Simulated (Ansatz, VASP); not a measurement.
## MgMnB4 in two plane-wave programs

Wanted: the spread between two codes on one cell, functional and k mesh. The cell is invented: As first built, before any earlier steps moved the atoms: it takes the MgB2 structure with some of its atoms replaced by other elements, volume scaled by an estimate. It may not be a known or stable phase. The cell comes out of the VASP series on this material, whose earlier steps may have relaxed, scaled or displaced it; both programs get it as it stands.

Main program and level: Ansatz 0.2.0; plane waves, with VASP 6.6.1 beside it; relaxation of cell and atoms at PBE.

## Step 1: Set-up

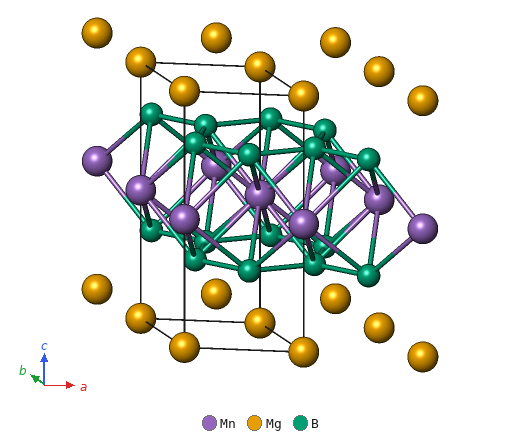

The cell as given, slightly off an axis (manganese purple, magnesium orange, boron teal). 2×2×1 cells are drawn. Some periodic images of atoms are drawn too.

## Step 2: Ansatz: relaxation of cell and atoms, PBE

Ansatz runs on its default PAW (the set named soft_2) files.

The relaxed volume is the usual yardstick between codes: its relative difference is about their pressure difference at one cell divided by the bulk modulus.

input.yaml

```yaml
crystal:
  lattice:
    - [3.0068847048, 2.7e-09, 0.0]
    - [-1.5034418473, 2.6040379131, 0.0]
    - [0.0, 0.0, 6.6115821437]
  atoms:
    - { symbol: Mn, position: [0.0, 0.0, 0.5], spin: 4.0 }
    - { symbol: Mg, position: [0.0, 0.0, 0.0] }
    - { symbol: B, position: [0.33333333, 0.66666667, 0.7266369336] }
    - { symbol: B, position: [0.33333333, 0.66666667, 0.2733630664] }
    - { symbol: B, position: [0.66666667, 0.33333333, 0.7266369336] }
    - { symbol: B, position: [0.66666667, 0.33333333, 0.2733630664] }
hamiltonian:
  xc: pbe
  pseudopotentials: { kind: paw }
magnetization:
  spin_polarized: true
kpoints:
  mp_grid: { grid: [9, 9, 4] }
scf:
  occupations: { method: fermi_dirac, width: 0.05 }
relax:
  f_tol: 0.01
  max_steps: 60
  cell: { stress_tol: 0.05 }
output:
  forces: true
  stress: true
```

Started as:

```
> ansatz run input.yaml --threads 4 --pin off --max-ram 9216MiB --backend cpu --events-out ev --progress --plain --runs-dir out
```

Numbers of over 12 decimals in the logs are rounded to 6 here.

What it wrote:

```text
Warning: the atoms were moved onto the symmetric positions of the space group found under crystal.symmetry.tolerance 1.0e-5 (fractional; no operation is sought that the atoms, as they stand in a round, miss by more than twice it, and no atom is moved by as much as it), and the run uses the moved positions. Before a round's move an operation carried an atom to 3.01e-8 Å from where it should land, the largest such dist [...]
Engine: ansatz 0.2.0, aarch64-unknown-linux-gnu
Pseudopotentials: kind: paw
Pseudopotential: Mn, paw, valence charge 15, recommended cutoff 420 eV (normal), Mn.paw.azcp
Pseudopotential: Mg, paw, valence charge 10, recommended cutoff 420 eV (normal), Mg.paw.azcp
Pseudopotential: B, paw, valence charge 3, recommended cutoff 420 eV (normal), B.paw.azcp
Functional definition: PBE
  parameter kappa = 0.804
  parameter beta = 0.066725
  exchange = pbe_x(kappa = kappa, mu = beta*pi^2/3)
  correlation = pbe_c(beta = beta)
Crystal: 6 atoms, lattice volume = 51.769 Å³
Basis set: ecut = 420 eV, 983 PW (Γ), exchange–correlation on 48×48×90 points (8 copies of the dense FFT grid, shifted against one another)
Bands: 27, of which v1, the nominal top of the filled ones, is band 19 counted from 1 (18 counted from 0)
Symmetry: 24 space group operations
Space group: P6/mmm (ITA 191), of the structure as read, at distance tolerance 3.7e-5 Å
Magnetic group: BNS 191.233 (UNI 1463), of the structure as read, at distance tolerance 3.7e-5 Å
k-points: 36 of 324
Non-local potential: Mn, projectors of the file, l = 0: 3, l = 1: 2, l = 2: 3, l = 3: 1
Non-local potential: Mg, projectors of the file, l = 0: 3, l = 1: 2, l = 2: 1
Non-local potential: B, projectors of the file, l = 0: 2, l = 1: 2, l = 2: 1
PAW form: soft (Blöchl's): semilocal exchange-correlation on the pseudo side does not see the compensation charge
PAW one-centre angular grid: Mn, 590 points (default); XC on 64 Gauss nodes
PAW one-centre angular grid: Mg, 110 points (default); XC on 64 Gauss nodes
PAW one-centre angular grid: B, 110 points (default); XC on 64 Gauss nodes
Initial density: superposition of atomic densities (chi_scale 0.1, normalization cell, long waves kept (reshape's long-wave potential 0.35 eV rms))
Starting moments: Σ|m| = 4 μB on 1 of 6 sites
Initial wavefunctions: pseudopotential atomic-orbital guess
Functional: x = pbe(κ = 0.804, μ = 0.219515), c = pbe(β = 0.066725)
SCF iter   1: F=—  HF=-6452.025965 eV  |F-HF|=—  |Δ(HF+E_count)|=         —  Δρ=1.22e-1 (↑1.22e-1 ↓5.10e-2)  dr2=2.08e1  dr2_m=9.47e-1  M=3.089 μB ∫|m|=3.286 μB  β_m=0.30  ethr=3.10e-3  ⟨swp⟩=6.1  Hψ=8025  notcnv=0  defer=1
Mixer restart at iter 1: flushing history
preconditioner: auto → Kerker (q_TF=auto, 2.580 Å⁻¹)  [metal: Δε(μ)=0.058 eV  Ē_g=10.708 eV  σ=0.050 eV  W_gap=0.28  n_scr=10 (ndim 8)  ℏωp=23.7 eV  f_vac=0.000  D(μ)=1.20/eV (n_scr^D=4)]
spin=Collinear: Kerker preconditioning applied to the charge; magnetization (m = ρ↑ − ρ↓) channel mixes plain (no charge-response kernel on spin).
SCF iter   2: F=—  HF=-6448.069459 eV  |F-HF|=—  |Δ(HF+E_count)|=    3.96e0  Δρ=4.69e-2 (↑4.69e-2 ↓3.21e-2)  dr2=5.61e0  dr2_m=8.41e-2  M=3.270 μB ∫|m|=3.493 μB  β_m=0.40  ethr=3.10e-3  ⟨swp⟩=3.4  Hψ=4575  notcnv=0  defer=165
SCF iter   3: F=—  HF=-6446.761651 eV  |F-HF|=—  |Δ(HF+E_count)|=    1.31e0  Δρ=2.07e-2 (↑2.07e-2 ↓2.05e-2)  dr2=8.94e-1  dr2_m=2.51e-2  M=3.148 μB ∫|m|=3.444 μB  β_m=0.61  ethr=3.10e-3  ⟨swp⟩=2.2  Hψ=3366  notcnv=0  defer=172
SCF iter   4: F=—  HF=-6447.301147 eV  |F-HF|=—  |Δ(HF+E_count)|=   5.39e-1  Δρ=2.05e-2 (↑8.94e-3 ↓2.05e-2)  dr2=2.44e-1  dr2_m=9.37e-2  M=2.777 μB ∫|m|=3.132 μB  β_m=0.80  ethr=2.42e-3  ⟨swp⟩=2.4  Hψ=4125  notcnv=0  defer=149
SCF iter   5: F=—  HF=-6447.551491 eV  |F-HF|=—  |Δ(HF+E_count)|=         —  Δρ=1.61e-2 (↑1.61e-2 ↓1.60e-2)  dr2=3.63e-2  dr2_m=1.20e-1  M=2.469 μB ∫|m|=2.731 μB  β_m=0.80  ethr=6.59e-4  ⟨swp⟩=2.2  Hψ=2837  notcnv=0  defer=146
Mixer restart at iter 5: flushing history
SCF iter   6: F=—  HF=-6447.537938 eV  |F-HF|=—  |Δ(HF+E_count)|=   1.36e-2  Δρ=6.23e-3 (↑6.23e-3 ↓5.42e-3)  dr2=1.47e-2  dr2_m=1.53e-2  M=2.441 μB ∫|m|=2.685 μB  β_m=0.90  ethr=9.81e-5  ⟨swp⟩=2.1  Hψ=2773  notcnv=0  defer=133
SCF iter   7: F=—  HF=-6447.534288 eV  |F-HF|=—  |Δ(HF+E_count)|=   3.65e-3  Δρ=1.60e-3 (↑4.80e-4 ↓1.60e-3)  dr2=5.40e-3  dr2_m=2.22e-4  M=2.429 μB ∫|m|=2.665 μB  β_m=0.84  ethr=3.96e-5  ⟨swp⟩=2.3  Hψ=2784  notcnv=0  defer=135
SCF iter   8: F=—  HF=-6447.533465 eV  |F-HF|=—  |Δ(HF+E_count)|=   8.23e-4  Δρ=1.36e-3 (↑1.36e-3 ↓7.10e-4)  dr2=1.75e-3  dr2_m=5.50e-5  M=2.425 μB ∫|m|=2.658 μB  β_m=0.68  ethr=1.46e-5  ⟨swp⟩=2.3  Hψ=2991  notcnv=0  defer=135
SCF iter   9: F=—  HF=-6447.533383 eV  |F-HF|=—  |Δ(HF+E_count)|=   8.12e-5  Δρ=5.32e-4 (↑5.32e-4 ↓4.74e-4)  dr2=4.98e-4  dr2_m=9.35e-7  M=2.426 μB ∫|m|=2.659 μB  β_m=0.84  ethr=4.74e-6  ⟨swp⟩=2.1  Hψ=2620  notcnv=0  defer=135
SCF iter  10: F=—  HF=-6447.533379 eV  |F-HF|=—  |Δ(HF+E_count)|=   4.01e-6  Δρ=7.83e-5 (↑7.83e-5 ↓7.52e-5)  dr2=7.13e-6  dr2_m=2.00e-6  M=2.426 μB ∫|m|=2.660 μB  β_m=0.85  ethr=1.34e-6  ⟨swp⟩=2.2  Hψ=2504  notcnv=0  defer=135
SCF iter  11: F=—  HF=-6447.533365 eV  |F-HF|=—  |Δ(HF+E_count)|=   1.44e-5  Δρ=6.02e-5 (↑4.53e-5 ↓6.02e-5)  dr2=6.55e-6  dr2_m=4.89e-8  M=2.426 μB ∫|m|=2.660 μB  β_m=0.93  ethr=1.93e-8  ⟨swp⟩=2.1  Hψ=3094  notcnv=0  defer=135
SCF iter  12: F=—  HF=-6447.533365 eV  |F-HF|=—  |Δ(HF+E_count)|=   1.75e-7  Δρ=8.57e-6 (↑4.12e-6 ↓8.57e-6)  dr2=7.31e-8  dr2_m=7.71e-9  M=2.425 μB ∫|m|=2.660 μB  β_m=0.88  ethr=1.77e-8  ⟨swp⟩=1.9  Hψ=2254  notcnv=0  defer=135
SCF iter  13: F=—  HF=-6447.533365 eV  |F-HF|=—  |Δ(HF+E_count)|=   3.14e-9  Δρ=8.04e-6 (↑5.39e-6 ↓8.04e-6)  dr2=1.32e-7  dr2_m=1.08e-9  M=2.425 μB ∫|m|=2.660 μB  β_m=0.94  ethr=1.98e-10  ⟨swp⟩=2.0  Hψ=2823  notcnv=0  defer=135
SCF iter  14: F=-6447.533365 eV  HF=-6447.533365 eV  |F-HF|=6.71e-9  |Δ(HF+E_count)|=   8.66e-9  Δρ=2.02e-6 (↑1.08e-6 ↓2.02e-6)  dr2=7.50e-9  dr2_m=1.14e-10  M=2.425 μB ∫|m|=2.660 μB  ethr=1.98e-10  ⟨swp⟩=2.0  Hψ=5203  notcnv=0
SCF 1 converged in 14 iterations: F = -6447.533365 eV  dr2 = 7.50e-9
  greatest PAW one-centre occupation: 1.001 electrons in one spin orbital (limit 2), on the Mn atom at site 0 (counted from 0), in its partial waves of l = 1
relax step   1: F+E_penalty+E_count = -6447.53336524 eV  Δ(F+E_penalty+E_count) = +0.000e0 eV  max|allowed force component| = 1.428e-2 eV/Å  Δτ_max = 0.0000 Å  P = +0.214 GPa  Ω = 51.769 Å³  (14 SCF iters, dr2 threshold 1.00e-7 eV, accepted)
[...]
relax step   2: F+E_penalty+E_count = -6447.53343359 eV  Δ(F+E_penalty+E_count) = -6.835e-5 eV  max|allowed force component| = 3.250e-3 eV/Å  Δτ_max = 0.0018 Å  P = +0.060 GPa  Ω = 51.835 Å³  energy of the carried Pulay correction = -8.903e-5 eV  (7 SCF iters, dr2 threshold 4.43e-7 eV, accepted)
[...]
relax step   3: F+E_penalty+E_count = -6447.53342170 eV  Δ(F+E_penalty+E_count) = +1.189e-5 eV  max|allowed force component| = 4.456e-4 eV/Å  Δτ_max = 0.0004 Å  P = +0.015 GPa  Ω = 51.849 Å³  energy of the carried Pulay correction = -1.077e-4 eV  (6 SCF iters, dr2 threshold 1.70e-8 eV, accepted)
[...]
relax step   4: F+E_penalty+E_count = -6447.53350934 eV  Δ(F+E_penalty+E_count) = -8.764e-5 eV  max|allowed force component| = 4.642e-4 eV/Å  Δτ_max = 0.0000 Å  P = +0.017 GPa  Ω = 51.849 Å³  stress off target by 3.59e-2 GPa  SCF on the basis re-selected at this cell (its energy is not comparable with the rows above)  (6 SCF iters)
basis re-selected at this cell: Δ(F+E_penalty+E_count) = -8.764e-5 eV, ΔP = +0.002 GPa vs the last step (what re-selecting the basis moved, of the pressure what is left beyond the Pulay correction that the steps carried, after the strain that the cell walked since its last selection, with what the two solves' SCF thresholds leave and, on support functions, any second-order correction that the steps lacked; it is no m [...]
SCF converged after 6 iterations
Magnetization: 2.4236 μB (19.7118 up, 17.2882 down)
Absolute magnetization: 2.6611 μB (∫|ρ↑−ρ↓|, with the PAW one-centre terms)
Spin contamination: 0.1032 ħ² per cell (⟨S²⟩ above its minimum at these occupations)
Per-site moments (μB) at R_I (Å): [(2.260130, 0.945969), (0.000419152, 1.035220), (0.00525841, 0.716161), (0.00525841, 0.716161), (0.00525841, 0.716161), (0.00525841, 0.716161)]
Free energy (F): -6447.533509 eV
Harris-Foulkes:  -6447.533509 eV  (|F-HF|=2.64e-11)
Internal energy: -6447.519332 eV  (E = F + TS)
E sigma→0 (E₀):  -6447.526421 eV
Entropy (-TS):   -0.014177 eV (-2.363 meV/atom)
Fermi energy:    12.732960 eV
--- Per-component energies (eV) ---
  E_band       = -493.413492
  E_kinetic    = 582.468111
  E_local      = -3846.606389  (includes V_loc(G=0)·N_el)
  E_nonlocal   = 382.362066
  E_hartree    = 1532.665508
  E_xc         = -274.631578
  E_vxc        = -340.134964  (∫ρ·V_xc dr)
  E_paw        = -1906.759970  (= ΣΔE_a)
  E_vpaw       = -336.833072  (= ΣTr[D̂ρ^β])
  E_aug_tail   = -0.000029  (compensation charges beyond the density's cutoff)
  E_ewald      = -2917.017052
  E_smearing   = -0.014177  (= −TS)
  E_closure    = -0.000000  (closes the sum)
  Σ components = -6447.533509   (vs F -6447.533509, Δ=0.00e0)
--- Forces (eV/Å), atoms counted from 1 ---
  atom   1  Mn    -0.00000000     0.00000000     0.00000000
  atom   2  Mg     0.00000000     0.00000000     0.00000000
  atom   3  B     -0.00000000    -0.00000000    -0.00046419
  atom   4  B     -0.00000000    -0.00000000     0.00046419
  atom   5  B      0.00000000     0.00000000    -0.00046419
  atom   6  B      0.00000000     0.00000000     0.00046419
  max |Σ_I F_I| component: 9.25e-17 eV/Å
--- Stress (GPa, compression-positive) ---
        0.035919       0.000000      -0.000000
        0.000000       0.035919       0.000000
       -0.000000       0.000000      -0.021255
  P = ⅓ Tr σ = 0.0169 GPa (0.169 kbar)
--- Relaxed structure (3 steps of the walk, 3 accepted, 1 SCFs on fresh bases) ---
  F+E_penalty+E_count = -6447.53350934 eV   max|allowed force component| = 4.642e-4 eV/Å   (the final SCF, on the basis selected at the relaxed cell)
  cell:  # Å, volume = 51.8493 Å³
    - [3.007098, -2.9029027977683186e-7, 0]
    - [-1.503549, 2.604224, 0]
    - [0, 0, 6.620905]
  atoms:
    - { symbol: Mn, position: [0, 0, 0.5] }
    - { symbol: Mg, position: [0, 0, 0] }
    - { symbol: B, position: [0.333333, 0.666667, 0.726294] }
    - { symbol: B, position: [0.333333, 0.666667, 0.273706] }
    - { symbol: B, position: [0.666667, 0.333333, 0.726294] }
    - { symbol: B, position: [0.666667, 0.333333, 0.273706] }
```

It took 12 s on 4 threads of Arm Neoverse N1, shared host; peak memory 0.42 GiB; 44 s of CPU time.

[end of part 1 of 2]

[Lines on the potential files, build, host, timing and source positions are cut from VASP's logs without a mark.]

[Logs are printed without paths, hosts, clocks, repeated set-up lines and the standing remarks that a program may print on its own settings, such as how far it seeks lower states.]

[Hosts, paths, dates, database ids (printed as entryN), source tags and the programs' standing remarks are cut or masked in the printed files.]
